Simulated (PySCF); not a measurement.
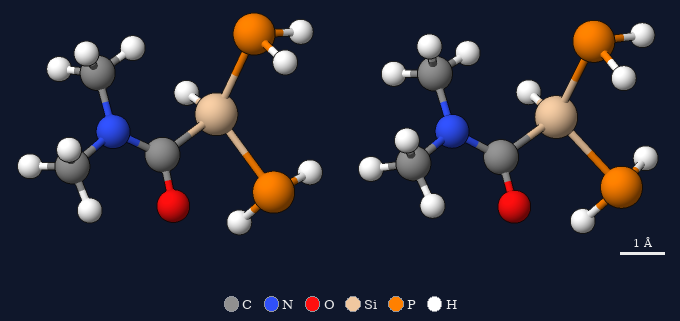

Two geometries of C₃H₁₁NOP₂Si, drawn at one scale. One is the start of a relaxation, the other its converged end. Style: ball-and-stick. Shown at a tilt.

Computed with PySCF, PBE0-D3(BJ)/def2-SVP geometry optimisation, gas phase. 

**Which one is relaxed?**

The right one is the relaxed one. The start comes from GFN2-xTB. Its atoms were then displaced at random by about 0.01 Å. The atom that moves furthest after the best rigid fit is an H atom (0.53 Å). By element the largest moves are H 0.53 Å, P 0.32 Å, O 0.22 Å, C 0.16 Å, Si 0.08 Å, N 0.03 Å. Among the contacts that change: H–P 1.372 → 1.430 Å, C–Si 1.899 → 1.938 Å, H–P 1.393 → 1.429 Å, C–H 1.129 → 1.103 Å. Bond angles that change, for instance: C–Si–P 90.6° → 101.0°, C–Si–P 115.5° → 109.2°, P–Si–H 120.9° → 115.3°. After 12 geometry steps the energy has fallen by 33.8 kJ/mol.
